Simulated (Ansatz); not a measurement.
```csv
atom,x (Å),y (Å),z (Å)
C,-2.2685,-1.2449,-0.3828
S,-0.7511,-1.0124,-1.3477
Ge,0.5717,-0.1526,0.2208
C,2.3429,-0.0168,-0.5790
C,-0.0972,1.5910,0.7938
H,-2.6851,-0.2925,-0.0545
H,-2.9906,-1.7310,-1.0388
H,-2.0927,-1.8882,0.4802
H,0.5679,-1.1263,1.4235
H,3.0507,0.3905,0.1451
H,2.6923,-0.9988,-0.8982
H,2.3109,0.6444,-1.4461
H,-1.1045,1.5048,1.2031
H,-0.1217,2.2744,-0.0560
H,0.5533,2.0075,1.5658
```

Geometry: PBE0-D4/def2-TZVP.

Level of theory: RKS PBE0-D4/def2-TZVPP (Ansatz 0.2.0).

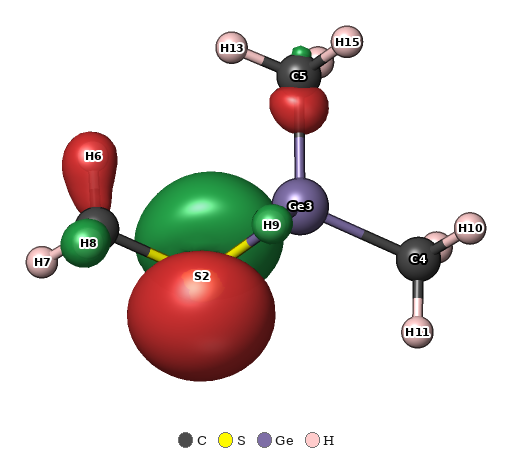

C3H10GeS (SMILES C[S][GeH]([CH3])[CH3]). The HOMO at ±0.15 Å⁻³ᐟ² (green and red are the two phases), seen across its widest extent.

Describe this orbital and give its energy.

By Hirshfeld shares it lies mainly on S2 (about 75 %), Ge3 (about 5 %) and C1 (about 5 %); largely a lone pair of S2. Its energy is −6.48 eV.
